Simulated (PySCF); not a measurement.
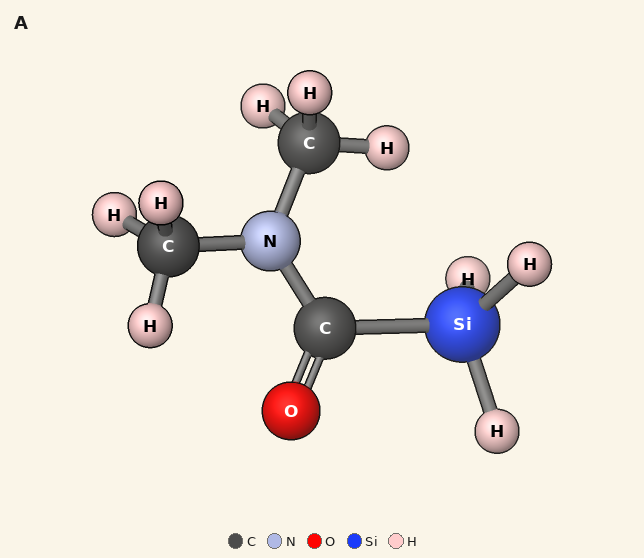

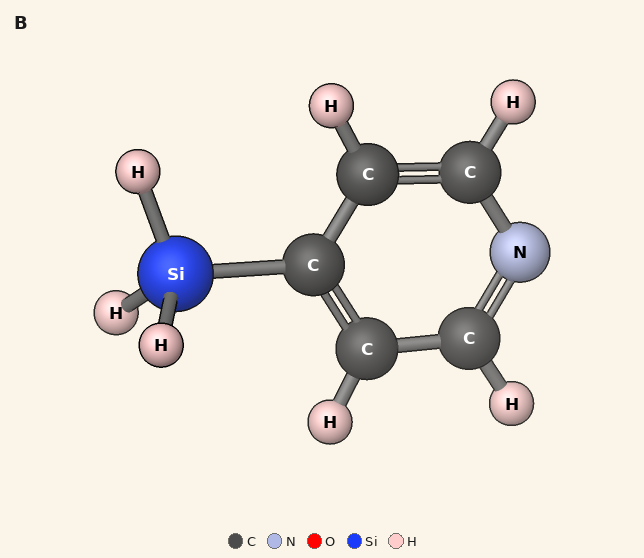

Two related species, optimised with PBE0-D3(BJ)/def2-SVP; properties computed with PySCF 2.14.0. Both: charge 0, singlet.

**What are A and B?**

A is C3H9NOSi (CN(C)C(=O)[SiH3]), B is C5H7NSi ([SiH3]c1ccncc1).

Compare them. With PBE0/def2-SVPD: dipole moment (D), HOMO–LUMO gap (eV), HOMO energy (Kohn–Sham orbital) (eV), lowest vertical singlet excitation (eV), mean static polarisability (bohr³). With PBE0-D3(BJ)/def2-SVP: mean Si–C length (Å), mean Si–H length (Å).

| quantity | A | B |
| --- | --- | --- |
| dipole moment (D) | 3.72 | 1.66 |
| HOMO–LUMO gap (eV) | 6.80 | 6.13 |
| HOMO energy (Kohn–Sham orbital) (eV) | −7.07 | −7.46 |
| lowest vertical singlet excitation (eV) | 4.85 | 4.52 |
| mean static polarisability (bohr³) | 79.6 | 90.9 |
| mean Si–C length (Å) | 1.937 | 1.883 |
| mean Si–H length (Å) | 1.494 | 1.494 |

Each is one conformer, and no frequency run is at hand to confirm it as a minimum.
